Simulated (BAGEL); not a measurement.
# PBE0/cc-pVDZ (density fitting with qzvpp-jkfit) run of AlSiH3OF2 (SMILES [F][Al]([F])[O][SiH3])

Aim: the energy change on altering one bond length of AlSiH3OF2 at PBE0/cc-pVDZ (density fitting with qzvpp-jkfit), from 2 runs. 

The results are computed with BAGEL 1.2.2.

2 further runs of the same task are left out: 2 that didn't finish. Runs told in other sessions of the task aren't counted.

### Step 1. The molecule

The species is AlSiH3OF2 (8 atoms), meant as a singlet with charge 0. SMILES: `[F][Al]([F])[O][SiH3]`. The shape is that of a PBE0-D4/def2-TZVP optimisation.

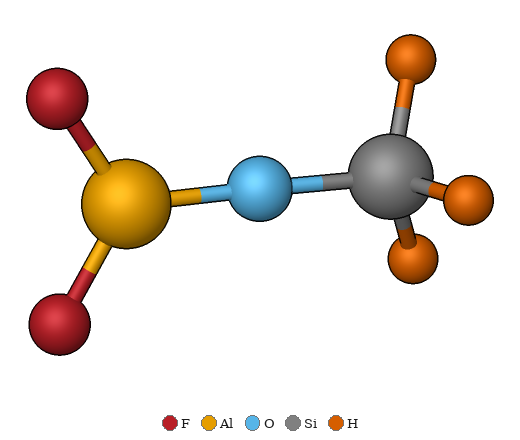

Viewed from a chosen angle; fluorine red, aluminium amber, oxygen blue, silicon grey, hydrogen orange.

### Step 2. The energy at PBE0/cc-pVDZ (density fitting with qzvpp-jkfit)

input.json reads:

```json
{ "bagel" : [

{
  "title" : "molecule",
  "basis" : "cc-pvdz.json",
  "df_basis" : "qzvpp-jkfit",
  "angstrom" : "true",
  "geometry" : [
    { "atom" : "F", "xyz" : [       1.804800,      -1.724100,       1.720400 ] },
    { "atom" : "Al", "xyz" : [       0.792000,      -1.595300,       0.444600 ] },
    { "atom" : "F", "xyz" : [       0.487500,      -2.943200,      -0.427700 ] },
    { "atom" : "O", "xyz" : [       0.097200,      -0.144800,       0.048300 ] },
    { "atom" : "Si", "xyz" : [      -0.610500,       1.263800,      -0.365200 ] },
    { "atom" : "H", "xyz" : [      -0.891200,       2.060200,       0.856600 ] },
    { "atom" : "H", "xyz" : [      -1.885900,       0.995600,      -1.077700 ] },
    { "atom" : "H", "xyz" : [       0.298200,       2.030600,      -1.255200 ] }
  ]
},

{ "title" : "ks", "xc_func" : "pbe0" },

{ "title" : "print", "file" : "orbitals.molden", "orbitals" : "true" }

]}
```

The basis set cc-pVDZ is read from a file made from the Basis Set Exchange's data (not shown).

Run with:

```bash
$ BAGEL_NUM_THREADS=1 BAGEL input.json > input.out
```

Standard output:

```text
* using 1 threads per process

  ===============================================================
  ===============================================================

  *** Geometry ***

  { "atom" : "F", "xyz" : [      3.410578,     -3.258077,      3.251085 ] },
  { "atom" : "Al", "xyz" : [      1.496663,     -3.014680,      0.840172 ] },
  { "atom" : "F", "xyz" : [      0.921241,     -5.561842,     -0.808236 ] },
  { "atom" : "O", "xyz" : [      0.183681,     -0.273632,      0.091274 ] },
  { "atom" : "Si", "xyz" : [     -1.153678,      2.388236,     -0.690128 ] },
  { "atom" : "H", "xyz" : [     -1.684124,      3.893214,      1.618739 ] },
  { "atom" : "H", "xyz" : [     -3.563835,      1.881411,     -2.036558 ] },
  { "atom" : "H", "xyz" : [      0.563516,      3.837278,     -2.371984 ] },

  Number of auxiliary basis functions:      541

  Since a DF basis is specified, we compute 2- and 3-index integrals:
    o Being stored without compression. Storage requirement is 0.037 GB

  Number of basis functions:       93
  Number of electrons      :       56

    * METHOD: MOLECULE                             0.23

  *** Kohn-Sham DFT ***

    * Removing 13175 points whose weight is below 1.00e-10
    * Grid points: 106073

  === Nuclear Repulsion ===
   278.5982435354

       - DIIS with orbital gradients will be used.

  === KS iteration (pbe0 / cc-pvdz.json) ===
      0       -777.08357230          0.10707929           0.37
      1       -687.94673447          0.12547857           0.35
      2       -644.95629580          0.16711315           0.36
      3       -789.67347588          0.07236715           0.35
      4       -803.92050728          0.06153799           0.36
      5       -785.73829381          0.08184715           0.36
      6       -808.07815955          0.01635658           0.35
      7       -808.23900796          0.01037088           0.36
      8       -808.34192107          0.00137849           0.35
      9       -808.34330551          0.00067329           0.35
     10       -808.34370479          0.00030763           0.35
     11       -808.34379491          0.00005865           0.35
     12       -808.34379735          0.00000999           0.36
     13       -808.34379739          0.00000749           0.35
     14       -808.34379744          0.00000089           0.37
     15       -808.34379744          0.00000022           0.35
     16       -808.34379744          0.00000007           0.36
     17       -808.34379744          0.00000005           0.35
     18       -808.34379744          0.00000001           0.36
     19       -808.34379744          0.00000000           0.36
    * SCF iteration converged.

    * Permanent dipole moment:
           (    0.245967,    -0.498944,     0.141429) a.u.

    * METHOD: KS                                   7.78

    * METHOD: PRINT                                0.01

  ===============================================================
```

Wall time 8.4 s (1 thread of AMD EPYC 9R45 (Zen 5), shared host); peak memory 0.49 GiB.

### Step 3. The distorted shape at the same level

dft.json reads:

```json
{ "bagel": [

{
  "title": "molecule",
  "basis": "cc-pvdz.json",
  "df_basis": "qzvpp-jkfit",
  "angstrom": true,
  "geometry": [
    { "atom": "F", "xyz": [    1.350450,   -2.107500,    2.165400 ] },
    { "atom": "Al", "xyz": [    0.337650,   -1.978700,    0.889600 ] },
    { "atom": "F", "xyz": [    0.033150,   -3.326600,    0.017300 ] },
    { "atom": "O", "xyz": [   -0.357150,   -0.528200,    0.493300 ] },
    { "atom": "Si", "xyz": [   -1.064850,    0.880400,    0.079800 ] },
    { "atom": "H", "xyz": [   -1.345550,    1.676800,    1.301600 ] },
    { "atom": "H", "xyz": [   -2.340250,    0.612200,   -0.632700 ] },
    { "atom": "H", "xyz": [    0.298200,    2.030600,   -1.255200 ] }
  ]
},
{
  "title": "ks",
  "xc_func": "pbe0"
},
{
  "title": "print",
  "file": "orbitals.molden",
  "orbitals": true
}

]}
```

The basis set cc-pVDZ is read from a file made from the Basis Set Exchange's data (not shown).

Run with:

```bash
$ BAGEL_NUM_THREADS=1 BAGEL dft.json > dft.out
```

Standard output:

```text
* using 1 threads per process

  ===============================================================
  ===============================================================

  *** Geometry ***

  { "atom" : "F", "xyz" : [      2.551981,     -3.982598,      4.092013 ] },
  { "atom" : "Al", "xyz" : [      0.638066,     -3.739201,      1.681100 ] },
  { "atom" : "F", "xyz" : [      0.062644,     -6.286363,      0.032692 ] },
  { "atom" : "O", "xyz" : [     -0.674916,     -0.998153,      0.932202 ] },
  { "atom" : "Si", "xyz" : [     -2.012275,      1.663715,      0.150800 ] },
  { "atom" : "H", "xyz" : [     -2.542721,      3.168693,      2.459668 ] },
  { "atom" : "H", "xyz" : [     -4.422432,      1.156890,     -1.195630 ] },
  { "atom" : "H", "xyz" : [      0.563516,      3.837278,     -2.371984 ] },

  Number of auxiliary basis functions:      541

  Since a DF basis is specified, we compute 2- and 3-index integrals:
    o Being stored without compression. Storage requirement is 0.037 GB

  Number of basis functions:       93
  Number of electrons      :       56

    * METHOD: MOLECULE                             0.22

  *** Kohn-Sham DFT ***

    * Removing 12677 points whose weight is below 1.00e-10
    * Grid points: 106571

  === Nuclear Repulsion ===
   276.1672663314

       - DIIS with orbital gradients will be used.

  === KS iteration (pbe0 / cc-pvdz.json) ===
      0       -777.41315972          0.10657128           0.35
      1       -689.26787195          0.11778347           0.32
      2       -656.86715594          0.16053464           0.33
      3       -789.50390968          0.07230630           0.32
      4       -799.29766115          0.05322965           0.33
      5       -807.54037036          0.02677941           0.34
      6       -808.22687953          0.00692420           0.34
      7       -808.24847935          0.00465862           0.33
      8       -808.26925613          0.00172037           0.34
      9       -808.27228216          0.00078268           0.33
     10       -808.27319485          0.00018042           0.33
     11       -808.27322325          0.00009335           0.33
     12       -808.27323065          0.00002421           0.33
     13       -808.27323115          0.00000506           0.34
     14       -808.27323117          0.00000215           0.34
     15       -808.27323118          0.00000039           0.33
     16       -808.27323118          0.00000025           0.33
     17       -808.27323118          0.00000007           0.34
     18       -808.27323118          0.00000003           0.33
     19       -808.27323118          0.00000001           0.34
     20       -808.27323118          0.00000001           0.34
    * SCF iteration converged.

    * Permanent dipole moment:
           (    0.534402,    -0.176127,    -0.183597) a.u.

    * METHOD: KS                                   7.65

    * METHOD: PRINT                                0.01

  ===============================================================
```

Wall time 8.1 s (1 thread of AMD EPYC 9R45 (Zen 5), shared host); peak memory 0.5 GiB.

### Step 4. Summary of results

At PBE0/cc-pVDZ (density fitting with qzvpp-jkfit):

```
                                                          quantity          value
                                         first shape: total energy  -808.34380 Eh
                                        first shape: dipole moment         1.46 D
                                          first shape: HOMO energy       -9.06 eV
                                          first shape: LUMO energy       -1.15 eV
                                        first shape: HOMO–LUMO gap        7.91 eV
                                     distorted shape: total energy  -808.27323 Eh
                                    distorted shape: dipole moment         1.50 D
                                      distorted shape: HOMO energy       -7.78 eV
                                      distorted shape: LUMO energy       -1.38 eV
                                    distorted shape: HOMO–LUMO gap        6.40 eV
energy change with the Si5–H8 bond stretched from 1.485 to 2.228 Å       1.920 eV
```

**Reading.** With the Si5–H8 bond stretched from 1.485 to 2.228 Å the energy rises by 1.92 eV (185 kJ/mol). The first shape isn't relaxed at this level, so the change isn't measured from a minimum.
